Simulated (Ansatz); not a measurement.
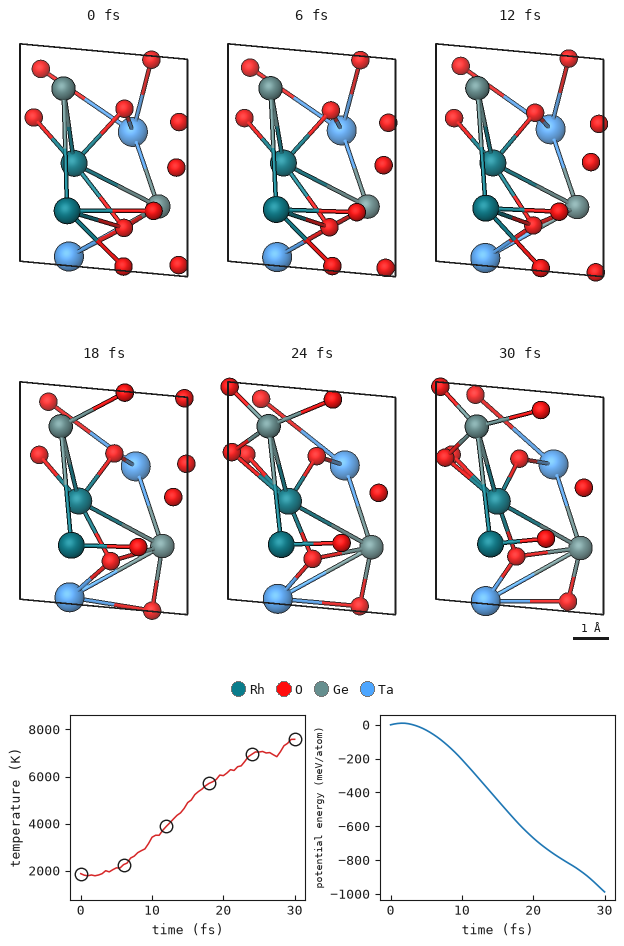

Molecular dynamics of an amorphous cell of composition TaGeRhO5 (16 atoms in the cell), 30 fs long. Frames and the history of the run. The picture is a ball-and-stick view of the simulation cell, seen along the b axis. Atoms that leave the cell re-enter on the other side. Bonds to atoms that aren't drawn are left out.

All numbers below come from Ansatz 0.2.0, DFT, PAW plane waves, PBEsol. Set-up: plane-wave cutoff 420 eV; k-point mesh 3 × 2 × 3; Gaussian smearing 0.1 eV; Langevin thermostat (NVT); set temperature 2000 K; time step 0.5 fs.

Input
```yaml
crystal:
  lattice:
    - [4.810297, 0.635855, -0.083472]
    - [-0.531727, 6.926717, -0.264455]
    - [-0.450266, -0.428715, 6.263768]
  atoms:
    - { symbol: Rh, position: [0.319091, 0.488148, 0.469182] }
    - { symbol: Rh, position: [0.277696, 0.102409, 0.247923] }
    - { symbol: O, position: [0.946948, 0.506407, 0.703912] }
    - { symbol: O, position: [0.614059, 0.164696, 0.015586] }
    - { symbol: Ge, position: [0.822126, 0.671243, 0.3067] }
    - { symbol: Ge, position: [0.256084, 0.278692, 0.808347] }
    - { symbol: O, position: [0.793838, 0.107802, 0.284309] }
    - { symbol: O, position: [0.930227, 0.299076, 0.493453] }
    - { symbol: O, position: [0.620157, 0.649994, 0.741851] }
    - { symbol: O, position: [0.120805, 0.992665, 0.889427] }
    - { symbol: Ta, position: [0.670135, 0.994206, 0.638781] }
    - { symbol: Ta, position: [0.288388, 0.670418, 0.038582] }
    - { symbol: O, position: [0.078467, 0.744487, 0.663057] }
    - { symbol: O, position: [0.780817, 0.798155, 0.978758] }
    - { symbol: O, position: [0.94339, 0.291164, 0.045727] }
    - { symbol: O, position: [0.616775, 0.394685, 0.193515] }
kpoints:
  mp_grid: { grid: [3, 2, 3] }
magnetization:
  spin_polarized: false
scf:
  occupations: { method: gaussian, width: 0.1 }
hamiltonian:
  pseudopotentials: { kind: paw }
  xc: pbesol
basis:
  ecutwfc: 420
md:
  timestep: 0.5
  n_steps: 60
  ensemble: nvt_langevin
  temperature: 2000.0
  initial_velocities: maxwell_boltzmann
  seed: 476293
accuracy: low
```

Run as
```bash
ansatz run input.yaml --threads 2 --pin off --max-ram 2560MiB --backend cpu --events-out ev --progress --plain --runs-dir out
```

> Describe the run.

Over the second half the temperature averages 6415 K (spread ±756 K). That is above the set 2000 K, because the structure releases potential energy faster than the thermostat removes it. The potential energy is still drifting at the end, so the run hasn't reached equilibrium. The potential energy in the second half lies on average 735 meV per atom below the first frame. In the second half of the run the atoms are, in the root-mean-square, this far from where they began (common drift taken out): O 0.58 Å, Rh 0.20 Å, Ta 0.15 Å, Ge 0.13 Å. The run lasts only 30 fs, too short to tell vibration from diffusion. The settings are unsound, so the numbers of this run aren't to be trusted.

Limits of the set-up: the program's low-accuracy preset was used; the periodic images lie only 4.9 Å apart, so the values are limited by the cell's size.

The run took 7.9 min on 2 threads of Arm Neoverse V1, with other jobs on the host, peak memory 0.7 GiB.
